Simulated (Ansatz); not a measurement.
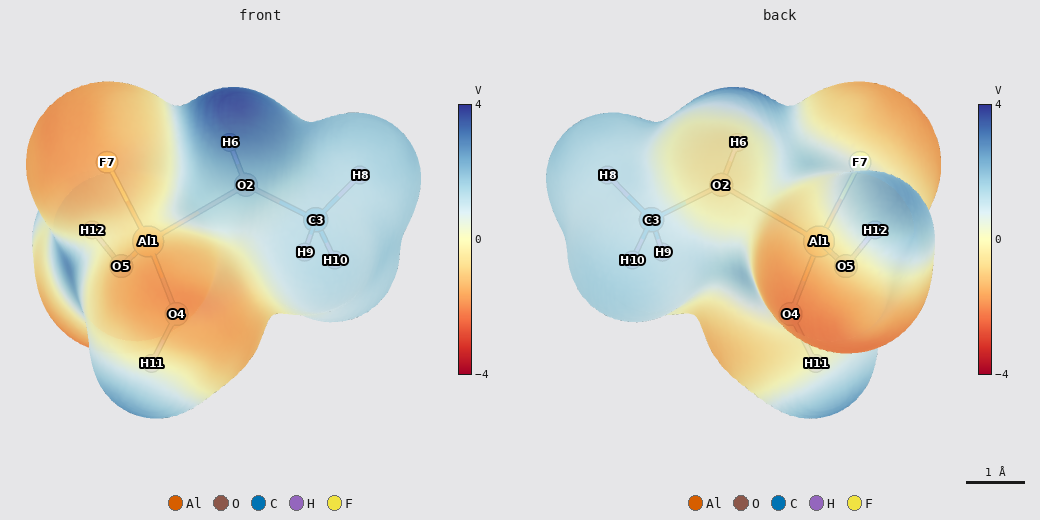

CH6AlFO3. The electrostatic potential painted on the density surface at 0.004 e/bohr³, seen from the front and from behind; the colour scale runs from red (negative) to blue (positive).

All numbers below come from Ansatz 0.2.0, RKS PBE-D4/def2-SVP.

Input file:

```
crystal:
  periodic: [false, false, false]
  atoms:
    - { symbol: Al, position_ang: [-0.235814, 0.551138, -0.932487] }
    - { symbol: O, position_ang: [0.724358, -0.608076, 0.084917] }
    - { symbol: C, position_ang: [0.137099, -1.67236, 0.811] }
    - { symbol: O, position_ang: [-1.932066, 0.508926, -0.795533] }
    - { symbol: O, position_ang: [0.575436, 1.543471, -2.059042] }
    - { symbol: H, position_ang: [1.042685, 1.056776, 1.577265] }
    - { symbol: F, position_ang: [0.695126, 1.904524, 1.661605] }
    - { symbol: H, position_ang: [0.740539, -1.880097, 1.723697] }
    - { symbol: H, position_ang: [-0.907337, -1.461327, 1.135726] }
    - { symbol: H, position_ang: [0.116868, -2.613114, 0.211975] }
    - { symbol: H, position_ang: [-2.498106, 1.131011, -1.277832] }
    - { symbol: H, position_ang: [1.541112, 1.539028, -2.141391] }
basis:
  gaussian: { orbitals: def2-SVP }
hamiltonian:
  xc: pbe
  dispersion: d4
relax:
  f_tol: 0.03
  max_steps: 50
output:
  orbitals: {}
```

Run with:

```sh
ansatz run input.yaml --threads 2 --pin off --max-ram 3072MiB --backend cpu --events-out ev --progress --plain --runs-dir out
```

The fields are those of the relaxed geometry.

> Where is the surface potential most negative and most positive?

The most negative region (about −2.2 V) lies over O5, the most positive (about +3.6 V) over H6. O5 is the likeliest acceptor of a hydrogen bond.
